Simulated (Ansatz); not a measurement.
```yaml
atoms:
  - { symbol: N, position_ang: [-0.4254, 1.1904, -1.2635] }
  - { symbol: Si, position_ang: [-0.4925, -0.1797, -0.1976] }
  - { symbol: N, position_ang: [1.0380, -0.5835, 0.4101] }
  - { symbol: Cl, position_ang: [-1.8813, 0.3507, 1.2424] }
  - { symbol: H, position_ang: [-0.0479, 2.0363, -0.8320] }
  - { symbol: H, position_ang: [-1.0152, -1.3681, -0.8945] }
  - { symbol: H, position_ang: [1.3181, -1.5444, 0.5142] }
  - { symbol: H, position_ang: [1.5984, 0.0414, 0.9651] }
```

Geometry: PBE0-D4/def2-TZVP.

The calculation used UKS PBE0-D4/def2-TZVPP in Ansatz 0.2.0.

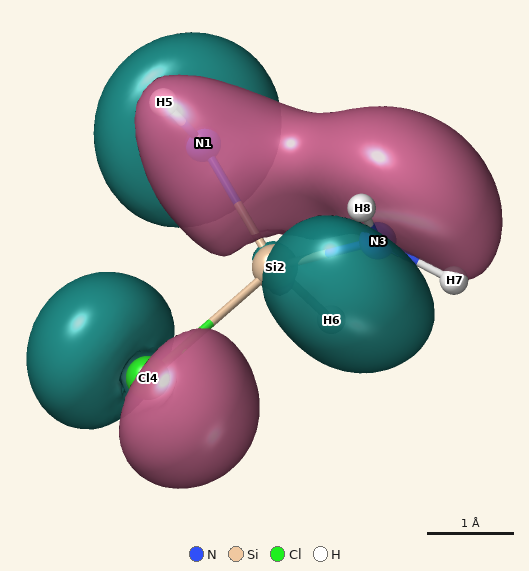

ClH₄N₂Si (doublet). The HOMO−1 (β) at ±0.08 Å⁻³ᐟ² (teal and pink are the two phases), seen at a tilt.

What is the character of this orbital?

Its weight (Hirshfeld) is mainly on N3 (about 35 %), N1 (about 30 %), Cl4 (about 20 %) and Si2 (about 10 %); largely a combination of lone pairs on N3, N1 and Cl4. Its energy is −8.39 eV.
